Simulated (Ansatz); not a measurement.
Input file:

```
crystal:
  periodic: [false, false, false]
  atoms:
    - symbol: C
      position_ang: [0.557902, -0.260180, -0.031143]
    - symbol: C
      position_ang: [1.016273, 0.947368, -0.850597]
    - symbol: Al
      position_ang: [0.255856, 1.041397, -2.637124]
    - symbol: Cl
      position_ang: [-1.854657, 0.712205, -2.870491]
    - symbol: Cl
      position_ang: [1.116137, 2.339057, -4.111052]
    - symbol: O
      position_ang: [0.734020, -0.625135, -3.619407]
    - symbol: H
      position_ang: [-0.537563, -0.280823, 0.085615]
    - symbol: H
      position_ang: [0.992369, -0.268605, 0.982303]
    - symbol: H
      position_ang: [0.846795, -1.211019, -0.509512]
    - symbol: H
      position_ang: [0.758123, 1.885449, -0.326218]
    - symbol: H
      position_ang: [2.117630, 0.963899, -0.939689]
    - symbol: H
      position_ang: [1.194565, -0.363363, -4.433294]
    - symbol: H
      position_ang: [-0.104820, -1.034443, -3.889937]
basis:
  gaussian:
    orbitals: def2-SVPD
hamiltonian:
  xc: {name: PBE0}
output: {forces: true, orbitals: {seedname: orbitals}}
```

Launched as:

```sh
ansatz run input.yaml --threads 2 --pin off --max-ram 6090MiB --events-out events.jsonl --progress --plain --runs-dir runs
```

Geometry: PBE0-D4/def2-SVP.

These are results of isolated molecule in a Gaussian basis; Kohn-Sham density functional theory, functional PBE0 in Ansatz 0.2.0, not measurements.

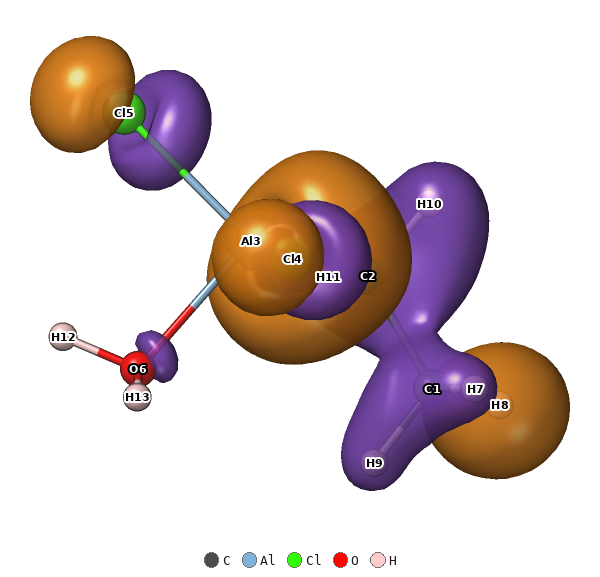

C$_{2}$H$_{7}$AlCl$_{2}$O. The HOMO at ±0.1 Å⁻³ᐟ² (orange and purple are the two phases), seen at an oblique angle.

**Where does this orbital lie, and at what energy?**

Its weight (Hirshfeld) is mainly on C2 (about 40 %), Al3 (about 15 %), C1 (about 10 %), Cl5 (about 10 %), Cl4 (about 5 %) and H8 (about 5 %). Its energy is −7.79 eV.
